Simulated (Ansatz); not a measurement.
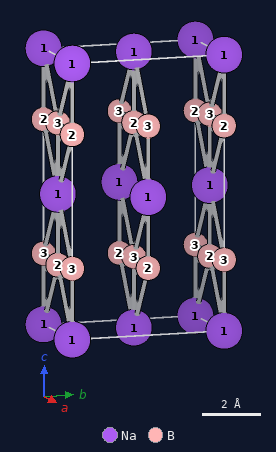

Starting structure of solid NaB2 (a generated structure, set up in Fmmm). Style: ball-and-stick. Shown: the conventional cell (4 times the calculation's cell), slightly off an axis. Lengths and directions refer to the drawn axes.

Method: DFT PBE, scalar-relativistic, plane waves, PAW (Ansatz 0.2.0).

The input:
```yaml
crystal:
  lattice:
    - [0.0, 2.7713501157, 4.8564197824]
    - [1.5853249702, 0.0, 4.8564197824]
    - [1.5853249702, 2.7713501157, 0.0]
  atoms:
    - { symbol: Na, position: [0.0, 0.0, 0.0] }
    - { symbol: B, position: [0.7427991416, 0.7427991416, 0.2572008584] }
    - { symbol: B, position: [0.2572008584, 0.2572008584, 0.7427991416] }
basis:
  ecutwfc: 420
kpoints:
  mp_grid: { grid: [18, 18, 18] }
hamiltonian:
  xc: pbe
scf:
  occupations: { method: gaussian, width: 0.1 }
output:
  forces: true
  stress: true
  eigenvalues: true
relax:
  adjacent_minimum: "off"
  f_tol: 0.01
  max_steps: 80
  cell: { stress_tol: 0.05 }
```

Command:
```bash
ansatz run input.yaml --threads 1 --pin off --max-ram 2048MiB --backend cpu --events-out ev --progress --plain --runs-dir out
```

Q: What does the optimiser find from here?

A: Over 5 accepted moves (7 points after the start) the energy falls by 11.3 meV per cell of the calculation. The largest force component goes from 0.048 to 0.00065 eV/Å. The pressure goes from 0.35 to 0.01 GPa. At 2 points the geometry stayed and the basis and grid were re-selected for the new cell (energy shift of 2.2 meV per cell of the calculation at most each time). The atoms keep their places relative to the cell (all moves are under 0.005 Å). The drawn cell changes as follows: a 3.171 → 3.156 Å (−0.5 %), b 5.543 → 5.849 Å (+5.5 %), c 9.713 → 9.788 Å (+0.8 %); the volume changes by +5.9 %. Among the contacts that change: Na1–Na1 3.193 → 3.323 Å, Na1–B2 2.498 → 2.517 Å, Na1–Na1 (another image) 3.171 → 3.156 Å, Na1–B2 (another image) 2.842 → 2.853 Å. The space group stays Fmmm (No. 69). Cost: 3.8 min on 1 thread of Intel(R) Xeon(R) Platinum 8259CL CPU @ 2.50GHz (Skylake/Cascade Lake), on a shared host, peak memory 0.77 GiB.

Final geometry:

```
Na B
1.0
     0.00000    2.92462    4.89419
     1.57809    0.00000    4.89419
     1.57809    2.92462    0.00000
Na B
1 2
Direct
  0.00000 0.00000 0.00000
  0.74288 0.74288 0.25712
  0.25712 0.25712 0.74288
```

After the run, drawn alike:

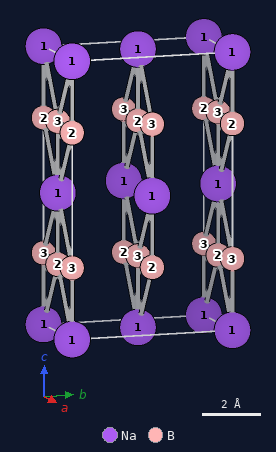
